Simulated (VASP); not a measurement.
# BAs: GW quasiparticle gap

Wanted: how far GW moves the Kohn-Sham levels of BAs. The cell is of the zinc-blende type. The start is a cell from a database of measured crystal structures.

Calculated with VASP 6.6.1; PBE, spin-orbit coupling; plane waves and PAW (As_GW, B_GW), in the first sound run; inputs show where later runs differ.

## Step 1: The starting structure

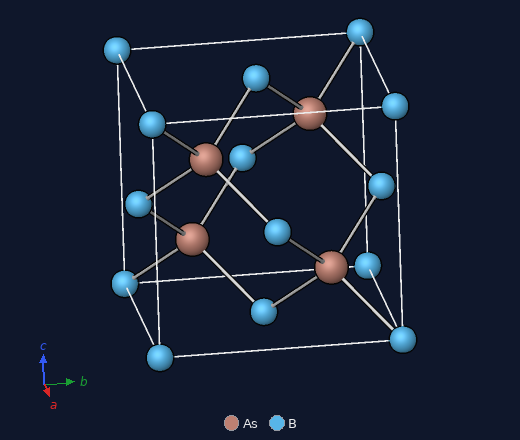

The cell as given, slightly off an axis (arsenic pink, boron blue). This picture shows the conventional cell, with its axes. Bonds to atoms that aren't drawn are left out. Some periodic images of atoms are drawn too.

As a file:

```
As B
1.0
     0.00000    2.38850    2.38850
     2.38850    0.00000    2.38850
     2.38850    2.38850    0.00000
As B
1 1
Direct
  0.75000 0.75000 0.75000
  0.00000 0.00000 0.00000
```

## Step 2: Ground state

The orbitals come from a self-consistent PBE run. EDIFF is tight for accurate orbitals, and a narrow smearing avoids fractional occupations.

File INCAR:

```
SYSTEM = BAs
PREC = Accurate
ENCUT = 340
EDIFF = 1E-08
NELM = 100
ISMEAR = 0
SIGMA = 0.01
LREAL = .FALSE.
ALGO = Normal
GGA = PE
LNONCOLLINEAR = .TRUE.
MAGMOM = 0 0 0 0 0 0
NBANDS = 20
GGA_COMPAT = .FALSE.
LASPH = .TRUE.
LSORBIT = .TRUE.
LORBIT = 11
LWAVE = .TRUE.
LCHARG = .FALSE.
KPAR = 8
```

File POSCAR:

```
BAs
1.0
    0.0000000000      2.3885000000      2.3885000000
    2.3885000000      0.0000000000      2.3885000000
    2.3885000000      2.3885000000      0.0000000000
As B
1 1
Direct
    0.7500000000      0.7500000000      0.7500000000
    0.0000000000      0.0000000000      0.0000000000
```

File KPOINTS:

```
Automatic mesh
0
Gamma
5 5 5
0 0 0
```

Potentials, in the order of the species: As_GW and B_GW (PBE family, release 64).

Run with:

```bash
$ mpirun -np 8 vasp_ncl
```

Log:

```text
[banner, memory and clock lines left out]
running    8 mpi-ranks, on    1 nodes
 distrk:  each k-point on    1 cores,    8 groups
 distr:  one band on    1 cores,    1 groups

 POSCAR found type information on POSCAR AsB
 POSCAR found :  2 types and       2 ions
|                                                                             |
|           W    W    AA    RRRRR   N    N  II  N    N   GGGG   !!!           |
|           W    W   A  A   R    R  NN   N  II  NN   N  G    G  !!!           |
|           W    W  A    A  R    R  N N  N  II  N N  N  G       !!!           |
|           W WW W  AAAAAA  RRRRR   N  N N  II  N  N N  G  GGG   !            |
|           WW  WW  A    A  R   R   N   NN  II  N   NN  G    G                |
|           W    W  A    A  R    R  N    N  II  N    N   GGGG   !!!           |
|                                                                             |
|     For optimal performance we recommend to set                             |
|       NCORE = 2 up to number-of-cores-per-socket                            |
|     NCORE specifies how many cores store one orbital (NPAR=cpu/NCORE).      |
|     This setting can greatly improve the performance of VASP for DFT.       |
|     The default, NCORE=1 might be grossly inefficient on modern             |
|     multi-core architectures or massively parallel machines. Do your        |
|     Unfortunately you need to use the default for GW and RPA                |
|     calculations (for HF NCORE is supported but not extensively tested      |
|     yet).                                                                   |
|                                                                             |

 LDA part: xc-table for (Slater+PW92), standard interpolation
 POSCAR, INCAR and KPOINTS ok, starting setup
 FFT: planning ... GRIDC
 FFT: planning ... GRID_SOFT
 FFT: planning ... GRID
 WAVECAR not read
 entering main loop
       N       E                     dE             d eps       ncg     rms          rms(c)
DAV:   1     0.143928069423E+02    0.14393E+02   -0.26205E+03   560   0.552E+02
DAV:   2    -0.106674422119E+02   -0.25060E+02   -0.22575E+02   804   0.128E+02
DAV:   3    -0.119933415908E+02   -0.13259E+01   -0.13104E+01   692   0.275E+01
DAV:   4    -0.120319745357E+02   -0.38633E-01   -0.38619E-01   828   0.495E+00
DAV:   5    -0.120321618074E+02   -0.18727E-03   -0.18727E-03   684   0.284E-01    0.405E+00
DAV:   6    -0.114218566800E+02    0.61031E+00   -0.44801E-01   740   0.696E+00    0.170E+00
DAV:   7    -0.113669024790E+02    0.54954E-01   -0.15953E-01   740   0.288E+00    0.764E-01
DAV:   8    -0.113593905364E+02    0.75119E-02   -0.18176E-02   664   0.110E+00    0.129E-01
DAV:   9    -0.113590374337E+02    0.35310E-03   -0.10529E-03   692   0.313E-01    0.520E-02
DAV:  10    -0.113592178980E+02   -0.18046E-03   -0.27901E-04   644   0.111E-01    0.406E-02
DAV:  11    -0.113592396078E+02   -0.21710E-04   -0.23001E-05   696   0.466E-02    0.104E-02
DAV:  12    -0.113592399541E+02   -0.34631E-06   -0.58860E-06   708   0.199E-02    0.241E-03
DAV:  13    -0.113592402300E+02   -0.27590E-06   -0.12004E-06   640   0.799E-03    0.448E-04
DAV:  14    -0.113592403555E+02   -0.12544E-06   -0.42066E-08   864   0.163E-03    0.394E-04
DAV:  15    -0.113592404659E+02   -0.11043E-06   -0.37913E-09   456   0.604E-04    0.153E-04
DAV:  16    -0.113592404781E+02   -0.12167E-07   -0.37255E-09   416   0.437E-04    0.333E-05
DAV:  17    -0.113592404663E+02    0.11729E-07   -0.35814E-10   364   0.218E-04    0.104E-05
DAV:  18    -0.113592404640E+02    0.23644E-08   -0.46684E-11   356   0.811E-05
   1 F= -.11359240E+02 E0= -.11359240E+02  d E =-.766372E-16  mag=     0.0000     0.0000     0.0000
 writing wavefunctions
```

Wall time 9 s (8 MPI ranks of AMD EPYC 7R43, shared host); peak memory 1.2 GiB; 66 s of CPU time.

Lines that name or quote the potential files are left out of all logs, and their timing lines are given in words.

Parts of OUTCAR (step 2):

```text
ion  position               nearest neighbor table
   1  0.750  0.750  0.750-   2 2.07   2 2.07   2 2.07   2 2.07
   2  0.000  0.000  0.000-   1 2.07   1 2.07   1 2.07   1 2.07

  LATTYP: Found a face centered cubic cell.
 ALAT       =     4.7770000000

 Subroutine GETGRP returns: Found 24 space group operations
 (whereof 24 operations were pure point group operations)

The static configuration has the point symmetry T_d .

 Found     14 irreducible k-points:

   k-points           NKPTS =     14   k-points in BZ     NKDIM =     14   number of bands    NBANDS=     20

   dimension x,y,z NGX =    20 NGY =   20 NGZ =   20
   dimension x,y,z NGXF=    40 NGYF=   40 NGZF=   40

   ENCUT  =  340.0 eV  24.99 Ry    5.00 a.u.   5.08  5.08  5.08*2*pi/ulx,y,z

   NELECT =       8.0000    total number of electrons

 k-points in reciprocal lattice and weights: Automatic mesh
   0.00000000  0.00000000  0.00000000       0.008
   0.20000000  0.00000000  0.00000000       0.032
  -0.20000000  0.00000000  0.00000000       0.032
   0.40000000  0.00000000  0.00000000       0.032
  -0.40000000  0.00000000  0.00000000       0.032
   0.20000000  0.20000000  0.00000000       0.048
   0.40000000  0.20000000  0.00000000       0.096
  -0.40000000 -0.20000000  0.00000000       0.096
  -0.40000000  0.20000000  0.00000000       0.096
[...]
-0.40000000  0.40000000  0.00000000       0.096
  -0.40000000  0.40000000  0.20000000       0.192

 average (electrostatic) potential at core
       1 -48.7198       2 -26.7265

 E-fermi :   6.2981

 k-point     1 :       0.0000    0.0000    0.0000
  band No.  band energies     occupation
    ...
      4       6.0402      1.00000
      5       6.2454      1.00000
      6       6.2454      1.00000
      7       6.2454      1.00000
      8       6.2454      1.00000
      9       9.3084      0.00000
     10       9.3084      0.00000
     11       9.5232      0.00000
     12       9.5232      0.00000
     13       9.5232      0.00000
    ...

 k-point     2 :       0.2000    0.0000    0.0000
  band No.  band energies     occupation
    ...
      4       2.4117      1.00000
      5       5.2338      1.00000
      6       5.2338      1.00000
      7       5.3692      1.00000
      8       5.3713      1.00000
      9       9.3734      0.00000
     10       9.3734      0.00000
     11      10.4972      0.00000
     12      10.4972      0.00000
     13      10.6294      0.00000
    ...

 k-point     3 :      -0.2000    0.0000    0.0000
  band No.  band energies     occupation
    ...
      4       2.4117      1.00000
      5       5.2338      1.00000
      6       5.2338      1.00000
      7       5.3692      1.00000
      8       5.3713      1.00000
      9       9.3734      0.00000
     10       9.3734      0.00000
     11      10.4972      0.00000
     12      10.4972      0.00000
     13      10.6294      0.00000
    ...

  Total        0.5116524      0.5116524      0.5116524      0.0000000      0.0000000      0.0000000
  in kB       30.0801385     30.0801385     30.0801385      0.0000000      0.0000000      0.0000000
  external PRESSURE =      30.0801385 kB  Pullay stress =       0.0000000 kB

  energy-cutoff  :      340.00
  volume of cell :       27.25
      direct lattice vectors                 reciprocal lattice vectors
     0.000000000  2.388500000  2.388500000    -0.209336404  0.209336404  0.209336404
     2.388500000  0.000000000  2.388500000     0.209336404 -0.209336404  0.209336404
     2.388500000  2.388500000  0.000000000     0.209336404  0.209336404 -0.209336404

 POSITION                                       TOTAL-FORCE (eV/Angst)
 -----------------------------------------------------------------------------------
      3.58275      3.58275      3.58275         0.000000      0.000000      0.000000
      0.00000      0.00000      0.00000        -0.000000     -0.000000     -0.000000
 -----------------------------------------------------------------------------------
    total drift:                               -0.000001     -0.000001     -0.000001

  FREE ENERGIE OF THE ION-ELECTRON SYSTEM (eV)
  ---------------------------------------------------
  free  energy   TOTEN  =       -11.3592404640 eV

  energy  without entropy=      -11.3592404640  energy(sigma->0) =      -11.35924046

 Spin-Orbit-Coupling matrix elements
 Ion:    1  E_soc:     -0.0246368
 Ion:    2  E_soc:     -0.0000065

 total charge
# of ion       s       p       d       tot
------------------------------------------
    1        1.147   1.632   0.088   2.868
    2        0.631   1.129   0.000   1.760
--------------------------------------------------
tot          1.779   2.762   0.088   4.628

 magnetization (x)
# of ion       s       p       d       tot
------------------------------------------
    1       -0.000   0.000  -0.000  -0.000
    2        0.000  -0.000   0.000  -0.000
--------------------------------------------------
tot         -0.000  -0.000  -0.000  -0.000

 magnetization (y)
# of ion       s       p       d       tot
------------------------------------------
    1        0.000   0.000  -0.000   0.000
    2        0.000   0.000   0.000   0.000
--------------------------------------------------
tot          0.000   0.000  -0.000   0.000

 magnetization (z)
# of ion       s       p       d       tot
------------------------------------------
    1       -0.000   0.000   0.000   0.000
    2       -0.000  -0.000   0.000  -0.000
--------------------------------------------------
tot         -0.000  -0.000   0.000  -0.000

[... 3 further parts left out ...]
```

The gap is read on the k-mesh alone, so it is an upper bound where the band edges lie off the mesh.

A gap read on the k-mesh alone can miss the band edges.

This step gave:

| Property | Result |
| --- | --- |
| free energy (TOTEN) | -11.36 eV |
| Fermi energy | 6.298 eV |
| pressure | 3.008 GPa |
| gap on the k-mesh | 1.102 eV |
| least direct gap on the k-mesh | 3.063 eV |

The spin moment in the PAW sphere vanishes on all atoms.

On-site spin-orbit energy by atom:

```
atom  on-site spin-orbit energy (eV)
 As1                         -0.0246
  B2                          0.0000
```

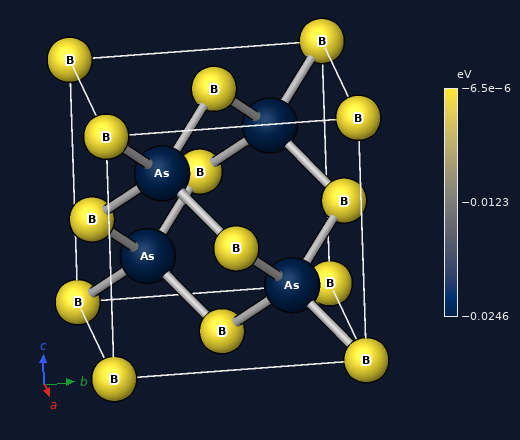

Atoms coloured by on-site spin-orbit energy. Bonds to atoms that aren't drawn are left out. Some periodic images of atoms are drawn too.

The cell has a gap of 1.10 eV on this mesh and a pressure of +3.0 GPa, which holds the strain of the given cell against this functional's own volume, and any error of cutoff and mesh.

## Step 3: Empty bands, SOC yes, program vasp ncl

The next step needs empty bands that the ground-state run didn't converge, so the Hamiltonian is diagonalised exactly for NBANDS bands, in a single step. LOPTICS writes the k-derivatives of the orbitals (WAVEDER), which give the long-wavelength limit of the screening.

File INCAR:

```
SYSTEM = BAs
PREC = Accurate
ENCUT = 340
ISMEAR = 0
SIGMA = 0.01
LREAL = .FALSE.
GGA = PE
LNONCOLLINEAR = .TRUE.
MAGMOM = 0 0 0 0 0 0
NBANDS = 168
GGA_COMPAT = .FALSE.
LASPH = .TRUE.
LSORBIT = .TRUE.
ALGO = Exact
NELM = 1
LWAVE = .TRUE.
LCHARG = .FALSE.
LOPTICS = .TRUE.
NEDOS = 1000
CSHIFT = 0.1
```

POSCAR is that of step 2.

KPOINTS is that of step 2.

Run with:

```bash
$ mpirun -np 8 vasp_ncl
```

Log:

```text
[banner, memory and clock lines left out]
running    8 mpi-ranks, on    1 nodes
 distrk:  each k-point on    8 cores,    1 groups
 distr:  one band on    1 cores,    8 groups

 POSCAR found type information on POSCAR AsB
 POSCAR found :  2 types and       2 ions
 [... a notice as in an earlier step ...]

 LDA part: xc-table for (Slater+PW92), standard interpolation
 found WAVECAR, reading the header
  number of bands has changed, file:    20 present:   168
  trying to continue reading WAVECAR, but it might fail
 POSCAR, INCAR and KPOINTS ok, starting setup
 FFT: planning ... GRIDC
 FFT: planning ... GRID_SOFT
 FFT: planning ... GRID
 reading WAVECAR
 random initialization beyond band           20
 the WAVECAR file was read successfully
 initial charge from wavefunction
 entering main loop
       N       E                     dE             d eps       ncg     rms          rms(c)
DIA:   1    -0.113592404617E+02   -0.11359E+02    0.00000E+00     0   0.000E+00
   1 F= -.11359240E+02 E0= -.11359240E+02  d E =-.152176E-58  mag=     0.0000     0.0000    -0.0000
 writing wavefunctions
 optical routines
 imaginary and real dielectric function
 recalculating local potential from charge density
 direction            1
 direction            2
 direction            3
```

The job ended after 8 s (8 MPI ranks; peak memory 0.83 GiB).

OUTCAR, selected parts (step 3):

```text
The static configuration has the point symmetry T_d .

 Found     14 irreducible k-points:

   k-points           NKPTS =     14   k-points in BZ     NKDIM =     14   number of bands    NBANDS=    168

   NELECT =       8.0000    total number of electrons

 E-fermi :   6.3577

  Total        0.5116620      0.5116620      0.5116620      0.0000000      0.0000000      0.0000000
  in kB       30.0807075     30.0807075     30.0807075      0.0000000      0.0000000      0.0000000
  external PRESSURE =      30.0807075 kB  Pullay stress =       0.0000000 kB

 POSITION                                       TOTAL-FORCE (eV/Angst)
 -----------------------------------------------------------------------------------
      3.58275      3.58275      3.58275        -0.000000     -0.000000     -0.000000
      0.00000      0.00000      0.00000         0.000000      0.000000      0.000000
 -----------------------------------------------------------------------------------
    total drift:                               -0.000001     -0.000001     -0.000001

  FREE ENERGIE OF THE ION-ELECTRON SYSTEM (eV)
  ---------------------------------------------------
  free  energy   TOTEN  =       -11.3592404617 eV

  energy  without entropy=      -11.3592404617  energy(sigma->0) =      -11.35924046

 plasma frequency squared (from intraband transitions) (eV^2)
  --------------------------------------------------------------------------------------
       0.000       0.000      -0.000
       0.000       0.000       0.000
      -0.000       0.000       0.000

[... 15 parts as in an earlier step ...]
```

WAVECAR now holds 168 bands for 8 electrons. Its independent-particle dielectric tensor has xx, yy, zz = 12.9, 12.9, 12.9 on this mesh, which isn't tested for convergence; a coarse zone-centred mesh tends to overstate it, local fields are missing, and the same mesh feeds the screening.

(Continued in part 2 of 3.)

[Lines on the potential files, build, host, timing and source positions are cut from VASP's logs without a mark.]

[Logs are printed without paths, hosts, clocks, repeated set-up lines and the standing remarks that a program may print on its own settings, such as how far it seeks lower states.]

[Hosts, paths, dates, database ids (printed as entryN), source tags and the programs' standing remarks are cut or masked in the printed files.]

[Measured values are set beside computed ones only where the two were judged alike; some that the calculation misses by far are left out.]

[Pressures printed for these runs are not shown converged in the cutoff: they can be off by several GPa and have the wrong sign.]
